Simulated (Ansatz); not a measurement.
Consider GaH···HCl.

Input

```
crystal:
  periodic: [false, false, false]
  atoms:
    - { symbol: Ga, position_ang: [0.0, 0.0, 0.0] }
    - { symbol: Cl, position_ang: [1.5475, 0.0, 1.8865] }
    - { symbol: H, position_ang: [1.7697, 0.0, 0.0287] }
    - { symbol: H, position_ang: [-1.3596, 0.0, -0.785] }
basis:
  gaussian: { orbitals: def2-SVP }
hamiltonian:
  xc: b3lyp
  dispersion: d4
relax:
  f_tol: 0.15
  max_steps: 25
  restrain:
    - { distance: [1, 2], at: 1.37, k: 30.0 }
    - { distance: [0, 1], at: 3.44, k: 30.0 }
    - { distance: [0, 2], at: 2.77, k: 30.0 }
output:
  orbitals: {}
```

Command:

```sh
ansatz run input.yaml --threads 1 --pin off --max-ram 2048MiB --backend cpu --events-out ev --progress --plain --runs-dir out
```

The fields are those of the run's last geometry, not of the input's.

Not at a stationary point (largest force 1.0 eV/Å).

These are results of RKS B3LYP-D4/def2-SVP (Ansatz), not measurements.

Q: What can the converged electron density and electron localisation function tell about the bonding?

A: Ga1···H3 (2.77 Å): the density falls to about 0.08 e/Å³ on the way; the ELF dips to about 0.10 between them.
Cl–H (1.34 Å): ρ at the midpoint is about 1.8 e/Å³; the ELF climbs to about 1 towards the hydrogen, as it does in any bond to H.
Ga–H (1.68 Å): the density is about 0.74 e/Å³ at the midpoint; the ELF climbs to about 1 towards the hydrogen.

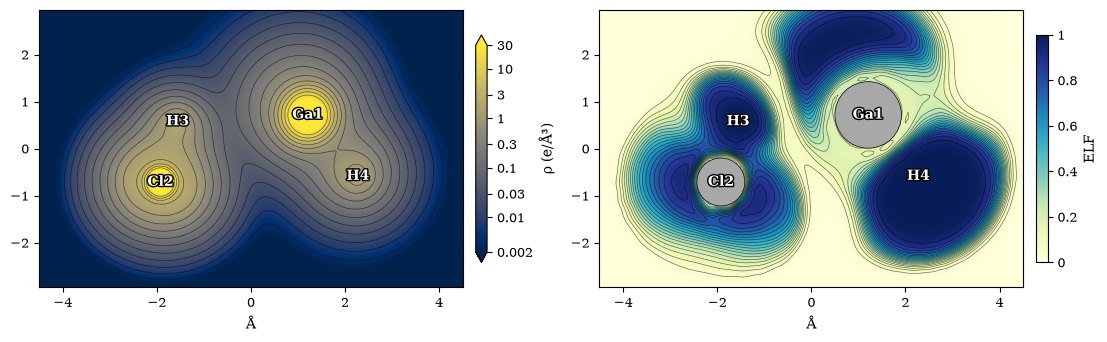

Computed electron density and electron localisation function on the molecular plane, in this order. Grey discs cover the atomic cores in the ELF map. 
